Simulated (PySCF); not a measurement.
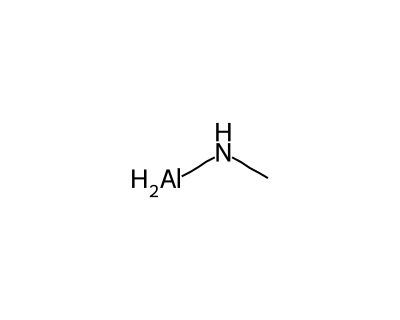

Source: calculation with PySCF.

Skeletal drawing of a molecule.

**Transcribe the drawing into SMILES.**

C[NH][AlH2]

**Give the formula, hydrogens included.**

CH6AlN.
